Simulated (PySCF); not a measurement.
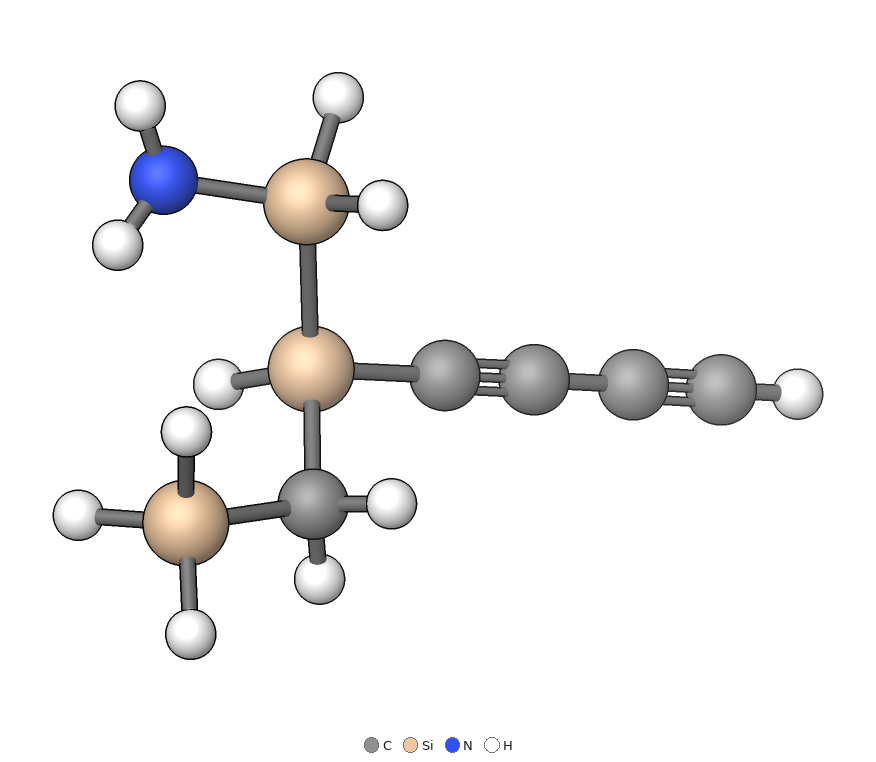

The computed structure is the end point of a GFN2-xTB optimisation. No frequency run is at hand to confirm it as a minimum. Properties computed with PBE0/pcSseg-1, gas phase (PySCF 2.14.0).

Computed properties:

The species is C₅H₁₁NSi₃ (`C#CC#C[Si@@H](C[SiH3])[SiH2]N`).
- dipole moment: 1.24 D
- HOMO energy (Kohn–Sham orbital): −7.22 eV
- LUMO energy (Kohn–Sham orbital): −1.16 eV
- HOMO–LUMO gap: 6.06 eV

The geometry is semi-empirical. Around Si such bond lengths and angles can be off by a tenth of an ångström or more and by several degrees, and values that hang on the shape move with them.
